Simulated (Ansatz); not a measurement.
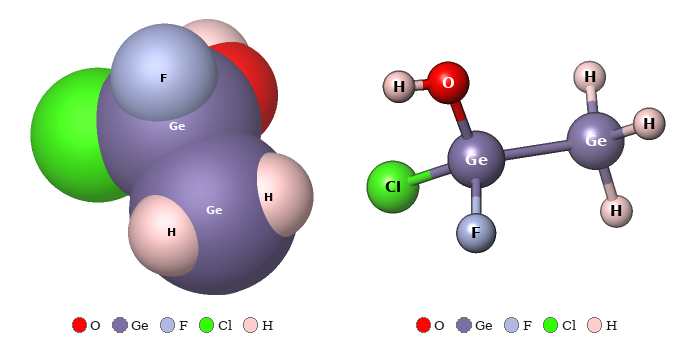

Two views of one molecule.

Describe the molecule.

Formula ClFGe2H4O. Its SMILES string is `[OH][Ge@@]([F])([Cl])[GeH3]`. The point group is C1. Coordination: 1 O bent; 2 Ge tetrahedral.

More results for the same structure follow; atom numbers are the same in all pictures, views and colours differ. Computed geometry: PBE0-D4/def2-TZVP optimisation.

Electronic properties

Level of theory: RKS HSE06 (plane-wave form)-D4/def2-TZVPP (Ansatz 0.2.0).

> Give the LUMO energy (Kohn–Sham orbital) at this level.

−1.10 eV.

> What is the HOMO energy (Kohn–Sham orbital)?

−8.47 eV.

> Give the dispersion correction at this level.

−18.4 kJ/mol.

Vibrations

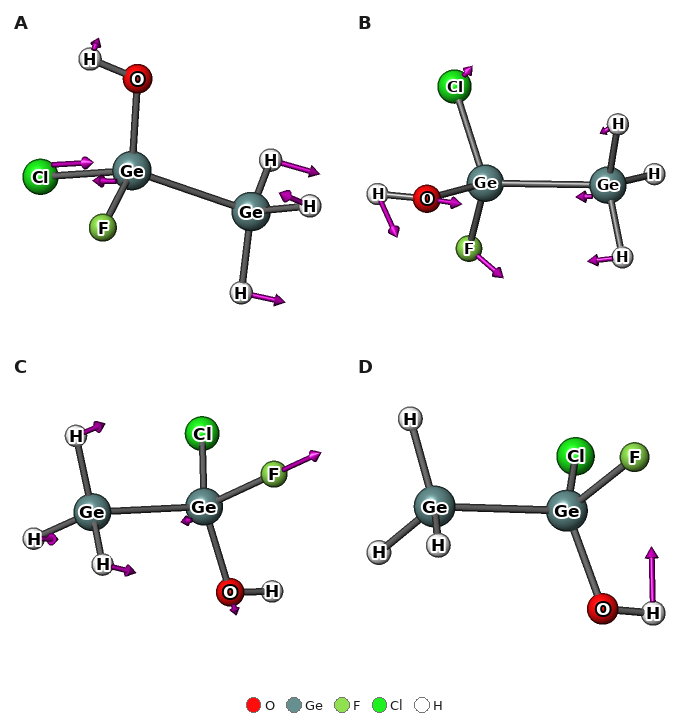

4 normal modes of one molecule or complex, as arrows. Harmonic vibrations computed with RKS PBE0-D4/def2-TZVP (Ansatz 0.2.0) at a stationary point of the same level.

> Match the panels to the wavenumbers 191 cm⁻¹, 426 cm⁻¹, 694 cm⁻¹, 914 cm⁻¹.

A: 426 cm⁻¹, Ge–Cl stretching
B: 191 cm⁻¹
C: 694 cm⁻¹, Ge–F stretching
D: 914 cm⁻¹, Ge–O–H bending

Dipole moment

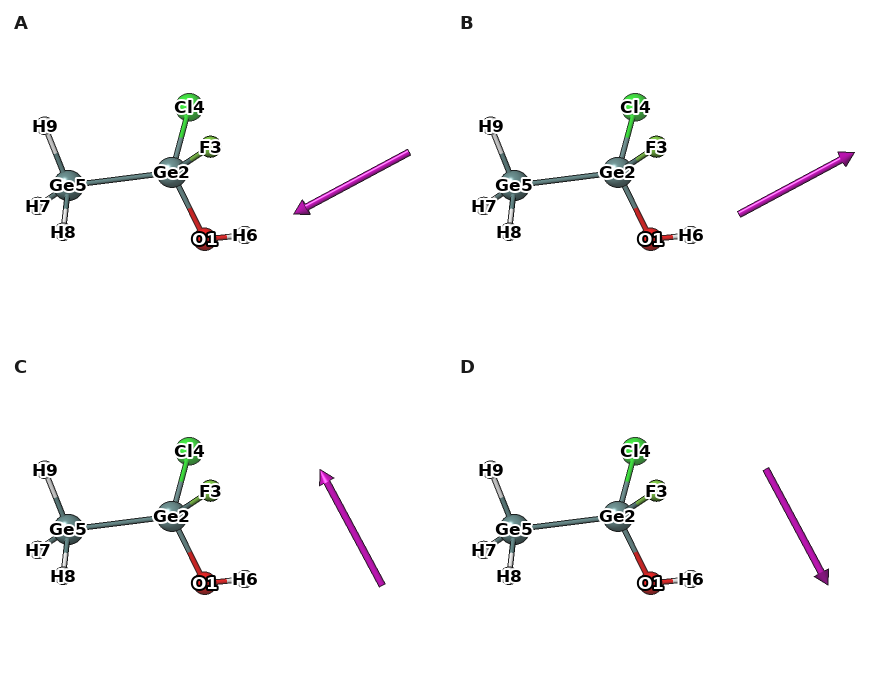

The same molecule four times, each with an arrow. Properties computed with RKS B3LYP-D4/def2-TZVPP (Ansatz 0.2.0).

> Which arrow points along the dipole moment, from the negative to the positive end?

A. The dipole moment is 1.95 D; it points from the side of F3 to the side of H7 (the outermost atoms at the two ends).

Charges

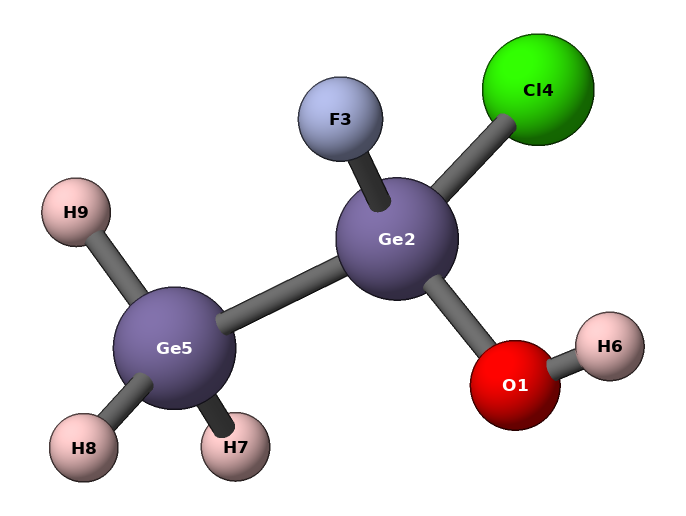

The questions are on Mulliken charges. Level of theory: RKS r2SCAN-D4/def2-TZVPP (Ansatz 0.2.0).

> Which atom carries the highest charge (most positive or least negative)?

Ge2 (0.77 e).

> And the lowest?

O1 (−0.42 e).

List the Mulliken charges.

```json
{"atom": "O1", "value (e)": "−0.42"}
{"atom": "Ge2", "value (e)": "0.77"}
{"atom": "F3", "value (e)": "−0.36"}
{"atom": "Cl4", "value (e)": "−0.31"}
{"atom": "Ge5", "value (e)": "0.05"}
{"atom": "H6", "value (e)": "0.20"}
{"atom": "H7", "value (e)": "0.02"}
{"atom": "H8", "value (e)": "0.02"}
{"atom": "H9", "value (e)": "0.02"}
```

Mulliken values depend strongly on the basis set and can even reverse the polarity of a bond.
